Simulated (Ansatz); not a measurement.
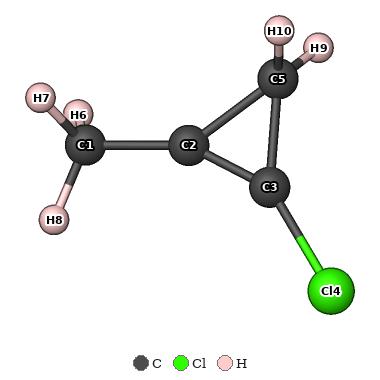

The system is C₄H₅Cl, SMILES CC1=C(Cl)C1; the picture shows the reference structure. 
- The first coordinate is: bond length C5–H10; the second: angle H10–C5–C3.
- Nothing is relaxed (all other coordinates rigid).
- The grid has 15 × 15 points.
- Points are written as (first, second).
- Energies: kJ/mol, counted from the lowest grid point.
- Theory: RKS PBE-D4/def2-SVP in Ansatz.

Its coordinates:

```yaml
atoms:
  - { symbol: C, position_ang: [-1.1664, -0.8578, 0.4650] }
  - { symbol: C, position_ang: [-0.0915, -0.0214, -0.0966] }
  - { symbol: C, position_ang: [0.4802, 0.6879, -1.0373] }
  - { symbol: Cl, position_ang: [0.4446, 1.3196, -2.6203] }
  - { symbol: C, position_ang: [1.2725, 0.6138, 0.2256] }
  - { symbol: H, position_ang: [-1.5985, -0.3893, 1.3752] }
  - { symbol: H, position_ang: [-0.7745, -1.8498, 0.7767] }
  - { symbol: H, position_ang: [-1.9813, -1.0170, -0.2683] }
  - { symbol: H, position_ang: [1.3204, 1.4927, 0.9051] }
  - { symbol: H, position_ang: [2.1776, -0.0301, 0.2779] }
```

Range: bond length C5–H10 from 0.979 to 1.390 Å; angle H10–C5–C3 from 75.0 to 165.0°.

Q: What landscape does the calculation give?

A: The lowest grid point is at (1.126 Å, 120.0°). No other kind of well shows on this grid. The highest grid point, (1.390 Å, 75.0°), lies 253 kJ/mol above the lowest. Round the minimum the two coordinates are nearly uncoupled.

| angle H10–C5–C3 ↓, bond length C5–H10 → | 0.979 | 1.008 | 1.037 | 1.067 | 1.096 | 1.126 | 1.155 | 1.184 | 1.214 | 1.243 | 1.272 | 1.302 | 1.331 | 1.361 | 1.390 |
| --- | --- | --- | --- | --- | --- | --- | --- | --- | --- | --- | --- | --- | --- | --- | --- |
| 165.0 | 201 | 186 | 175 | 168 | 164 | 163 | 164 | 167 | 171 | 177 | 183 | 191 | 198 | 207 | 215 |
| 158.6 | 159 | 143 | 133 | 125 | 122 | 120 | 122 | 125 | 129 | 135 | 142 | 150 | 158 | 167 | 176 |
| 152.2 | 122 | 107 | 96 | 89 | 85 | 84 | 86 | 89 | 94 | 100 | 107 | 115 | 124 | 133 | 142 |
| 145.8 | 92 | 76 | 66 | 59 | 55 | 54 | 56 | 59 | 65 | 71 | 78 | 87 | 96 | 105 | 115 |
| 139.3 | 67 | 52 | 41 | 35 | 31 | 31 | 32 | 36 | 41 | 48 | 56 | 64 | 73 | 83 | 93 |
| 132.9 | 49 | 34 | 24 | 17 | 14 | 14 | 16 | 19 | 25 | 32 | 40 | 49 | 58 | 68 | 78 |
| 126.5 | 38 | 24 | 13 | 7 | 4 | 3 | 6 | 10 | 15 | 22 | 30 | 39 | 49 | 59 | 70 |
| 120.0 | 34 | 19 | 9 | 3 | 0 | 0 | 2 | 6 | 12 | 19 | 28 | 37 | 46 | 57 | 67 |
| 113.6 | 37 | 23 | 13 | 6 | 4 | 4 | 6 | 10 | 16 | 23 | 32 | 41 | 51 | 61 | 72 |
| 107.2 | 47 | 33 | 23 | 17 | 14 | 14 | 17 | 21 | 27 | 34 | 43 | 52 | 62 | 72 | 83 |
| 100.8 | 65 | 51 | 41 | 35 | 33 | 33 | 35 | 40 | 46 | 53 | 61 | 71 | 80 | 91 | 101 |
| 94.3 | 91 | 77 | 67 | 61 | 59 | 59 | 62 | 66 | 72 | 79 | 88 | 97 | 107 | 117 | 127 |
| 87.9 | 125 | 111 | 101 | 96 | 93 | 93 | 96 | 100 | 106 | 114 | 122 | 131 | 141 | 151 | 161 |
| 81.5 | 167 | 153 | 144 | 138 | 135 | 136 | 138 | 143 | 149 | 156 | 164 | 173 | 183 | 193 | 203 |
| 75.0 | 219 | 205 | 195 | 189 | 187 | 187 | 189 | 194 | 200 | 207 | 215 | 224 | 233 | 243 | 253 |

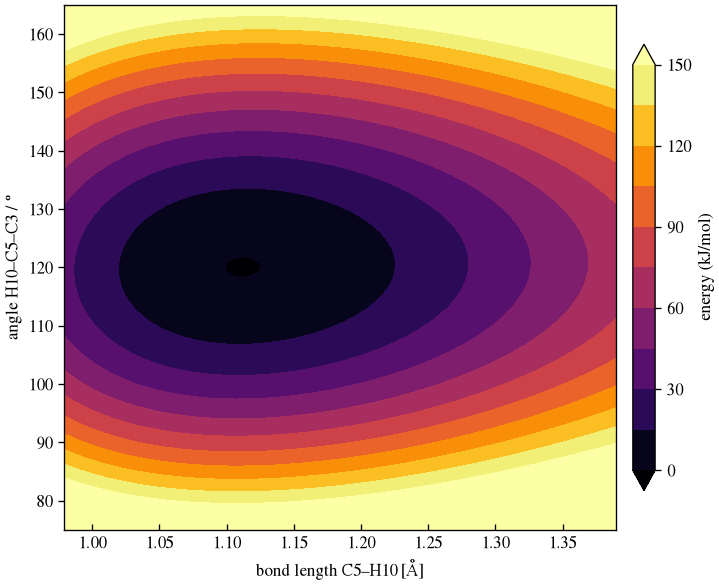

The picture shows filled contours, one colour for all values above the top of the scale. Between grid points the surface is interpolated.

Time for the 225 points that were run: 14 min on 1 thread of Arm Neoverse V1, on a shared host.
